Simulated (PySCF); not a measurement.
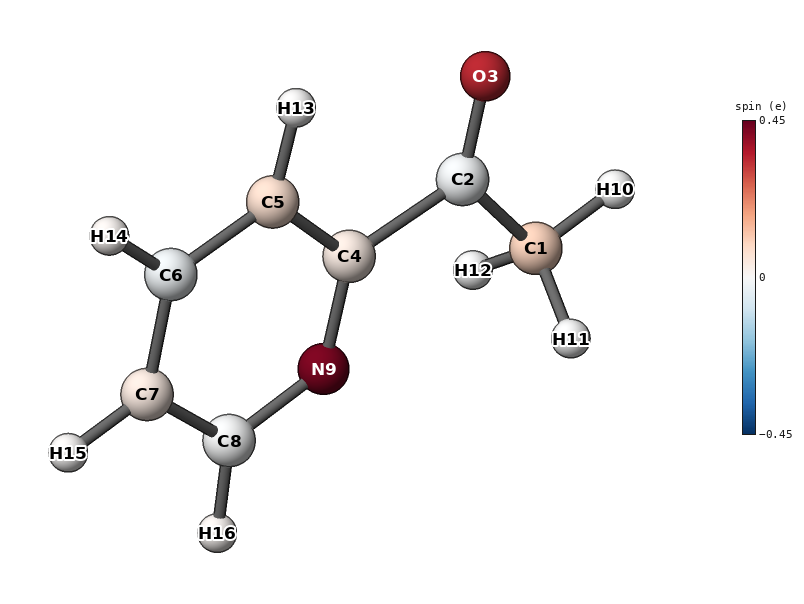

Atoms are coloured by their Mulliken spin populations. The species has charge +1 and is a spin doublet. The computed structure is the end point of a GFN2-xTB optimisation. No frequency run is at hand to confirm it as a minimum. Properties computed with UKS B3LYP, pcH-1 on C H N O, non-relativistic (PySCF 2.14.0).

List the Mulliken spin populations.

| atom | value (e) |
| --- | --- |
| C1 | 0.10 |
| C2 | −0.01 |
| O3 | 0.34 |
| C4 | 0.04 |
| C5 | 0.07 |
| C6 | −0.02 |
| C7 | 0.04 |
| C8 | −0.01 |
| N9 | 0.42 |
| H10 | 0.00 |
| H11 | 0.00 |
| H12 | 0.00 |
| H13 | 0.00 |
| H14 | 0.01 |
| H15 | 0.01 |
| H16 | 0.01 |

Mulliken values depend strongly on the basis set.
